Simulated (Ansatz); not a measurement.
A series of calculations on AlSiH$_{4}$OF

Part 1: Relaxation

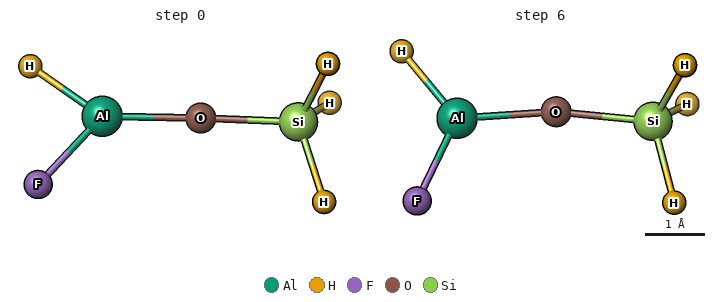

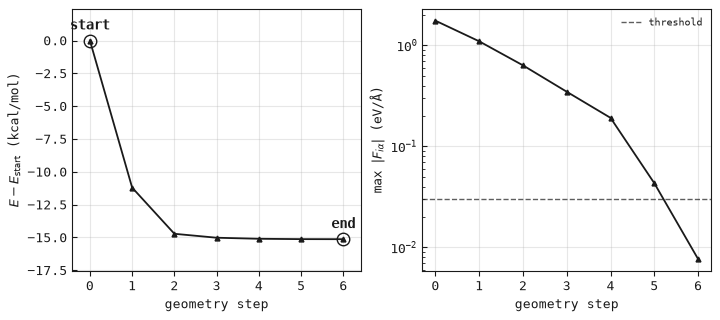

First and last geometry of a relaxation of AlSiH$_{4}$OF, with the history of the run. The picture is a ball-and-stick view, seen at a tilt.

The run prepares an end point of a later path (reaction) calculation, from a guessed geometry.

Computed with Ansatz 0.2.0, RHF/cc-pVDZ. (no spin polarisation; force threshold 0.03 eV/Å; at most 50 steps)

**Read the history and describe the run.**

It converged. The atom that moves furthest after the best rigid fit is the F atom (0.44 Å). Largest moves by element: F 0.44 Å, H 0.34 Å, O 0.14 Å, Al 0.09 Å, Si 0.09 Å. Among the contacts that change: Al–H 1.535 → 1.560 Å, Al–O 1.678 → 1.690 Å, Al–F 1.668 → 1.675 Å, O–Si 1.664 → 1.658 Å. Bond angles that change, for instance: H–Al–F 86.3° → 118.8°, H–Al–O 144.0° → 123.2°, F–Al–O 129.7° → 118.0°. The energy falls by 15.1 kcal/mol in 6 geometry steps. Largest force component: 1.8 eV/Å at the start, 0.0077 eV/Å at the end. Cost: 26 s on 1 thread of Arm Neoverse N1 (shared host), peak memory 0.15 GiB.

Limits of the set-up: Hartree-Fock leaves out electron correlation.

Part 2: Relaxation

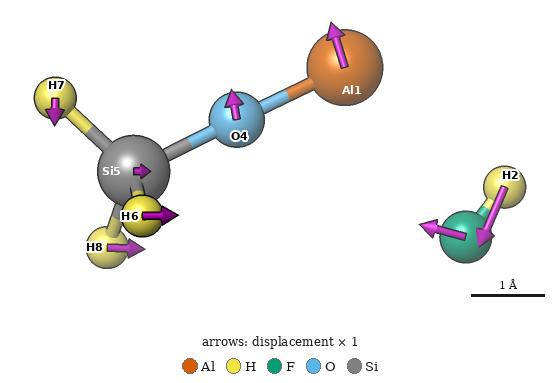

A relaxation of AlSiH$_{4}$OF. The starting structure is drawn; purple arrows show the displacements, at their true length. The two geometries are superimposed by the best rigid fit.

The picture is a ball-and-stick view, seen at a tilt.

The run prepares an end point of a later path (reaction) calculation, from a guessed geometry.

The calculation used RHF/cc-pVDZ in Ansatz. (no spin polarisation; force threshold 0.03 eV/Å; at most 50 steps)

What happened in the run?

The energy falls by 6.55 kJ/mol in 21 accepted moves (28 points after the start). Largest force component: 0.34 eV/Å at the start, 0.012 eV/Å at the end. The line search rejected the trial steps at points 2, 7, 9, 15, 19, 22, 26 of the run. The forces were under the threshold at step 8, but the run went on from there. The largest move after the best rigid fit is that of an H atom, 0.95 Å. Largest moves by element: H 0.95 Å, F 0.69 Å, Al 0.68 Å, O 0.44 Å, Si 0.26 Å. Near-neighbour distances that change, for instance: F–H 0.909 → 0.903 Å, Al–O 1.720 → 1.726 Å. Bond angles that change, for instance: Al–O–Si 179.0° → 168.3°. The run took 88 s on 1 thread of Arm Neoverse N1, on a shared host, peak memory 0.15 GiB.

Limits of the set-up: the start holds two separate molecules, 2.8 Å apart at their closest, whose relative position is a soft coordinate and is computed without a dispersion correction; Hartree-Fock leaves out electron correlation.

Part 3: Path

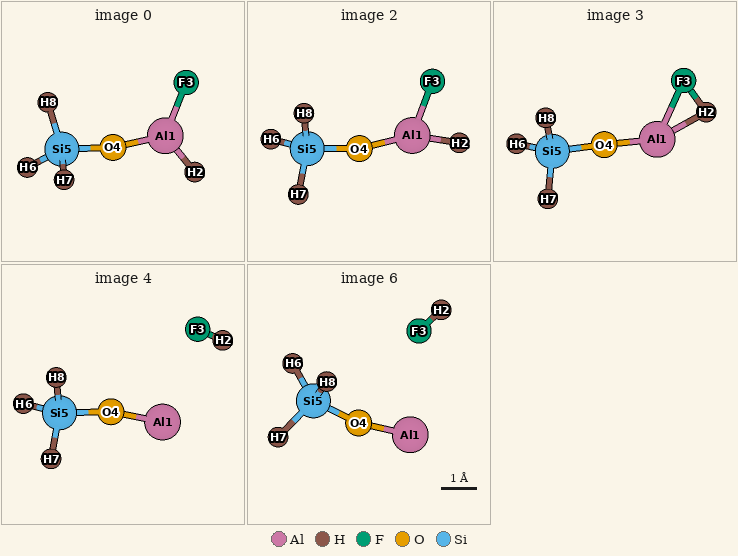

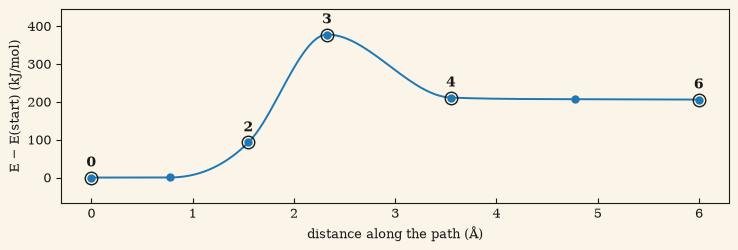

A nudged-elastic-band calculation for AlSiH4OF. Images are numbered from 0 (start) to 6 (end). Style: ball-and-stick. Shown at a tilt.

The calculation used Ansatz 0.2.0, RHF/cc-pVDZ. Set-up: 5 movable images; climbing image; force threshold 0.05 eV/Å; iteration limit 60; starting path through a guess of the saddle point.

### What happens along the path, and what is the barrier?

Forward barrier 378.0 kJ/mol, backward barrier 171.9 kJ/mol, with image 3 at the top; the reaction energy is +206.0 kJ/mol. Breaking: Al1–F3 (1.67 → 1.88 at the top → 3.09 Å), Al1–H2 (1.56 → 1.70 at the top → 3.76 Å). Forming: H2–F3 (2.78 → 1.25 at the top → 0.90 Å). The band is converged. At the top, the vibrational analysis gives one imaginary mode (1893i cm⁻¹), as a transition state must have.

Limits of the set-up: Hartree-Fock leaves out electron correlation.

The run took 6.5 min on 1 thread of Arm Neoverse N1, with other jobs on the host, peak memory 0.16 GiB.
